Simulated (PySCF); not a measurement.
# C₅H₉FO₂Si (SMILES CC(=O)C[SiH2]O/C=C/F): what the fields show

```xyz
18

C    -3.0705   -0.6529   -0.0633
C    -2.2946    0.5714   -0.4808
O    -2.6366    1.6899   -0.1804
C    -1.0494    0.2924   -1.2513
Si    0.4117    0.4123   -0.0388
O     1.6308   -0.1111   -0.9934
C     2.9352   -0.2895   -0.7580
C     3.5390   -0.0612    0.3962
F     4.8587   -0.2772    0.5319
H    -3.4516   -1.1608   -0.9471
H    -3.9040   -0.3725    0.5749
H    -2.4122   -1.3377    0.4657
H    -1.0826   -0.6852   -1.7271
H    -0.9170    1.0577   -2.0149
H     0.6403    1.7763    0.4261
H     0.2362   -0.4928    1.1026
H     3.4873   -0.6516   -1.6164
H     3.0704    0.2988    1.2975
```

Geometry: GFN2-xTB.

These are results of PySCF, PBE0/pcSseg-1, SCF density, gas phase, non-relativistic, not measurements.

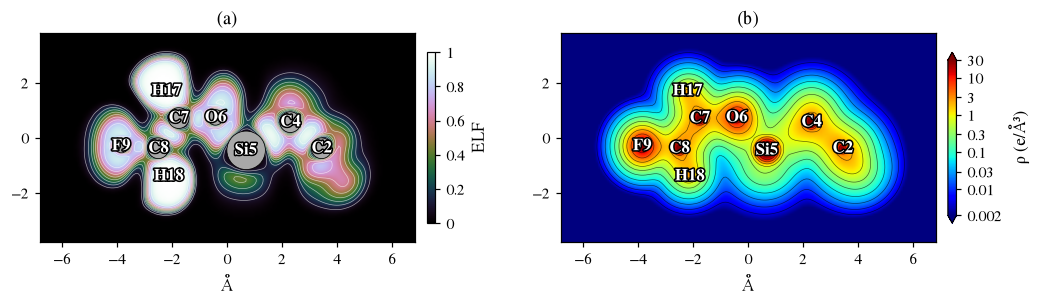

Figure 1. (a) electron localisation function; (b) total electron density on the plane of atoms C4, Si5 and O6. Grey discs cover the atomic cores in the ELF map.

Question: What do the fields say about this system?

Answer:
- The plane passes through C, Si, O, F and H nuclei.
- C–C (1.32 Å): ρ at the midpoint is about 2.4 e/Å³; the ELF peaks at about 0.95 between the atoms; a multiple bond.
- C–F (1.34 Å): the density is about 2.3 e/Å³ at the midpoint, with its minimum of 1.8 e/Å³ about 0.5 Å from C; the ELF peaks at about 0.85 between the atoms (a polar covalent bond).
- Si–O (1.63 Å): the density is about 1.1 e/Å³ at the midpoint; the ELF peaks at about 0.85 between the atoms (a shared but strongly polarised pair).
- C–Si (1.90 Å): ρ is about 0.91 e/Å³ halfway; the ELF peaks at about 0.95 between the atoms (a covalent bond).
- C–H (1.08 Å): ρ at the midpoint is about 2.1 e/Å³; the ELF climbs to about 1 towards the hydrogen, as it does in any bond to H (an ordinary covalent bond to hydrogen).
- The ELF also peaks beside F9 and O6, away from the bonds: lone-pair regions.

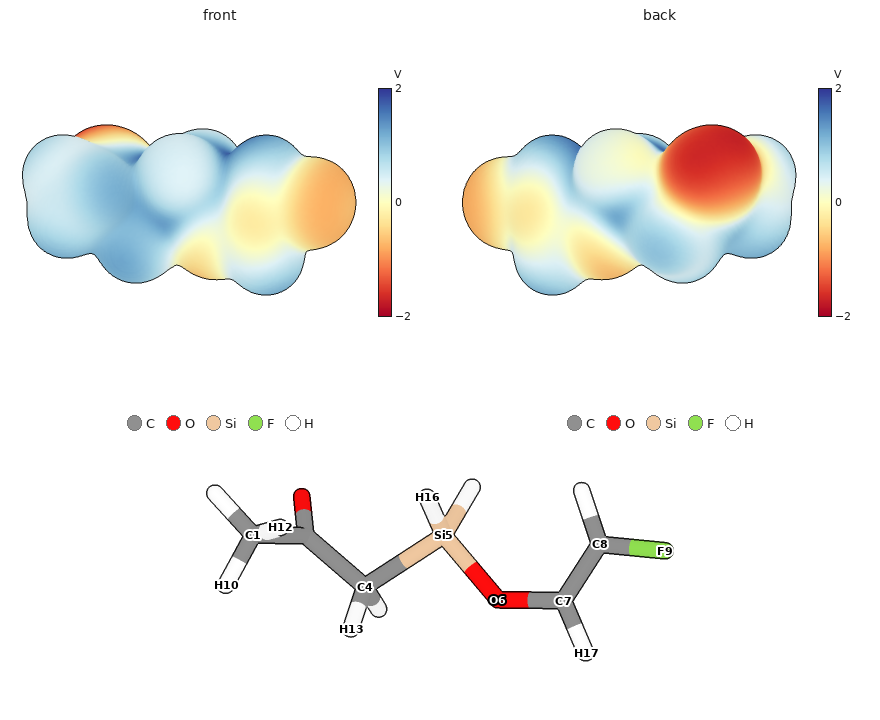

Figure 2. The molecular electrostatic potential painted on the density surface at 0.002 e/bohr³, seen from the front and from behind; the colour scale runs from red (negative) to blue (positive). The bare structure is drawn below in the same view.

Question: Where is the surface potential most negative and most positive?

Answer: The most negative region (about −1.7 V) lies over O3, the most positive (about +1.6 V) over Si5 and H18. O3 is the likeliest acceptor of a hydrogen bond.

Question: What dipole moment does the calculation give?

Answer: Its dipole moment is 2.31 D.
